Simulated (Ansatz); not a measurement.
Fields on a plane of SrSi2 (space group P4_132)

```xyz
12
Lattice="6.4330 0.0000 0.0000 0.0000 6.4330 0.0000 0.0000 0.0000 6.4330" Properties=species:S:1:pos:R:3 pbc="T T T"
Sr     5.6288     0.8041     4.0206
Sr     0.8041     4.0206     5.6288
Sr     4.0206     5.6288     0.8041
Sr     2.4124     2.4124     2.4124
Si     4.3325     4.3325     4.3325
Si     3.7087     2.7242     5.9407
Si     5.3170     2.1005     1.1160
Si     5.9407     3.7087     2.7242
Si     1.1160     5.3170     2.1005
Si     0.4923     0.4923     0.4923
Si     2.1005     1.1160     5.3170
Si     2.7242     5.9407     3.7087
```

The slice is a {110} plane (indices of the conventional cell) through the point (0.327, 0.173, 0.827) (fractional), spanned by u = [100] and v = [011] in vectors of this cell: u (6.43 Å) and v (9.10 Å, at 90° to u). It covers one period; positions are fractions (u, v).

Atoms on it: Si at (0.00, 0.00); Si at (0.10, 0.75). Other atoms lie within 1 Å of the plane.

Level of theory: LDA (plane waves to 420 eV, PAW, scalar-relativistic; Ansatz, an electronic-structure program). k mesh 6×6×6. These are valence fields of a PAW run, semicore shells included where kept as valence: close to a nucleus they are smooth pseudo fields. At this level the bands of SrSi2 touch or barely overlap. SrSi2 was relaxed with its symmetry unable to fall.

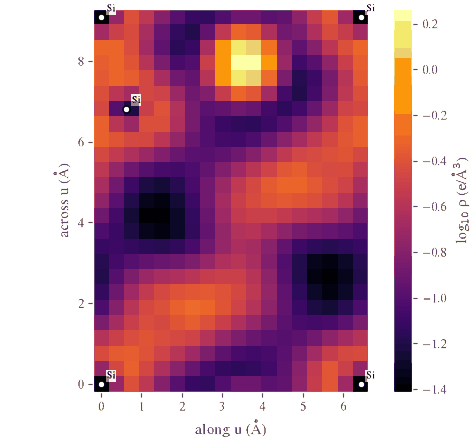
Figure: Log₁₀ of the valence density in e/Å³, one period of the plane, atoms marked. The scale is logarithmic, as a density can span decades between atoms and voids.

| v \ u | 0.00 | 0.18 | 0.35 | 0.53 | 0.71 | 0.88 |
|---|---|---|---|---|---|---|
| 0.88 | 2.0 | 5.6 | 5.2 | x | 1.4 | 7.2 |
| 0.75 | x | x | 7.9 | 3.8 | 7.5 | 7.7 |
| 0.62 | 4.3 | 5.8 | 8.9 | 8.6 | 5.4 | x |
| 0.50 | 7.6 | 8.4 | 8.5 | x | 2.1 | <1.0 |
| 0.38 | 7.4 | 8.1 | 9.1 | 7.7 | 8.8 | 8.5 |
| 0.25 | 8.7 | 3.0 | 2.9 | x | 8.2 | 8.2 |
| 0.12 | 3.7 | x | 1.8 | 8.3 | 9.0 | 7.2 |
| 0.00 | x | 4.0 | 8.3 | 3.9 | 7.3 | x |

Values: electrostatic potential energy of an electron, from the cell's mean, in eV. Points within 1 Å of a nucleus are blanked (x), as the pseudised field means little there. Values under 1 eV are set to 1. The zero, the cell's mean, hangs on the PAW cores.
